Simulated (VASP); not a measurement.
```xyz
3
Lattice="1.7755 -3.0752 0.0000 1.7755 3.0752 0.0000 0.0000 0.0000 6.0266" Properties=species:S:1:pos:R:3 pbc="T T T"
Ti     0.0000     0.0000     0.0000
Se     1.7755     1.0251     1.5441
Se     1.7755    -1.0251     4.4825
```

All values below come from optB88-vdW, VASP's PBE PAW potentials (set 64) (plane waves; VASP). Numerical set-up: 520 eV cut-off, 11×11×6 Γ-centred mesh, tetrahedra with Blöchl corrections, potentials Ti_sv Se.

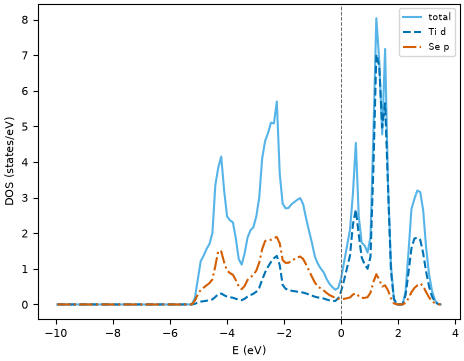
Figure: Total and projected density of states, zero at the Fermi level

Within 2 eV below the Fermi level the largest weight inside VASP's projection spheres is Se p, then Ti d.

It has no gap at this level: it comes out as a metal or semimetal.

The compound is TiSe2 in the 1T layered structure. It was relaxed first.
